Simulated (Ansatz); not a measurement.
Consider C$_{2}$H$_{4}$FSi (SMILES C=C[SiH-]F) (charge −1).

```xyz
8

C     0.7967    0.3525    1.7667
C    -0.0131    1.3234    1.2634
F    -1.0905   -0.3370   -0.7661
Si   -1.4777    1.1962    0.0165
H     1.5289    0.5370    2.5734
H     0.7537   -0.6782    1.3783
H     0.0929    2.3315    1.7223
H    -0.8011    2.1469   -1.0264
```

Geometry: BLYP-D3(BJ)/def2-SVPD.

Method: Ansatz, isolated molecule in a Gaussian basis; Kohn-Sham density functional theory, functional PBE0.

What can the converged electron density and electron localisation function tell about the bonding?

C–C (1.36 Å): ρ is about 2.2 e/Å³ halfway; the ELF peaks at about 0.90 between the atoms: localised, covalent bonding.
C–Si (1.93 Å): ρ at the midpoint is about 0.86 e/Å³; the ELF peaks at about 0.95 between the atoms; localised, covalent bonding.
C–H (1.10 Å): ρ at the midpoint is about 2 e/Å³; the ELF climbs to about 1 towards the hydrogen, as it does in any bond to H; a covalent bond by its length.

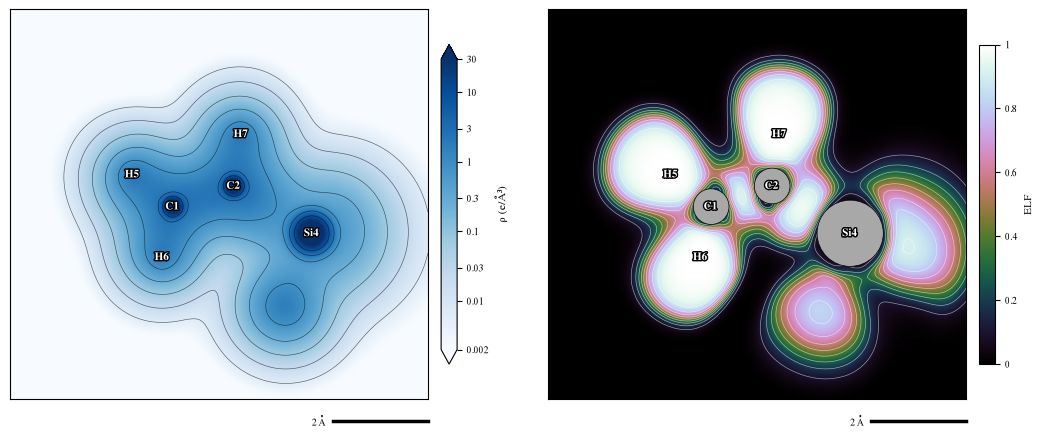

Computed electron density and electron localisation function on the plane of atoms C1, C2 and Si4, in this order. Grey discs cover the atomic cores in the ELF map. 
